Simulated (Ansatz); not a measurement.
```xyz
6

Ge    0.0004    0.0000   -0.0743
F     0.0003    0.0000    1.6218
F     1.6114    0.0000   -0.6299
F    -0.8051    1.3952   -0.6299
F    -0.8051   -1.3952   -0.6299
Cl   -0.0002    0.0000    4.3241
```

All numbers below come from UKS B3LYP-D4/def2-SVP in Ansatz 0.2.0.

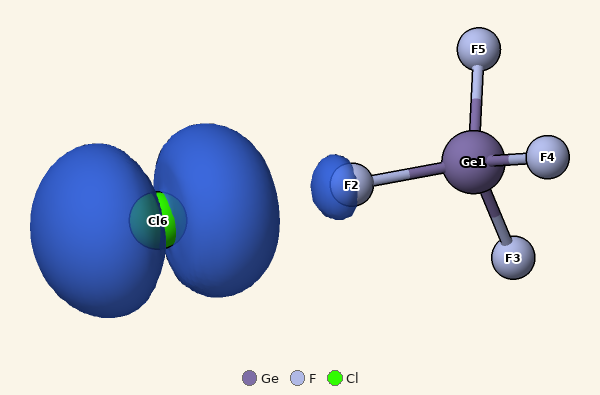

F$_{4}$Ge···Cl (doublet). Isosurfaces of the spin density at +0.015 (blue) and −0.015 e/Å³ (red), seen at a tilt.

Which atoms carry the spin?

Answer. The unpaired spin (1 electron) lies mostly on Cl6 (about 1.0), in electrons by Hirshfeld's partition. Only one sign reaches the isovalue.
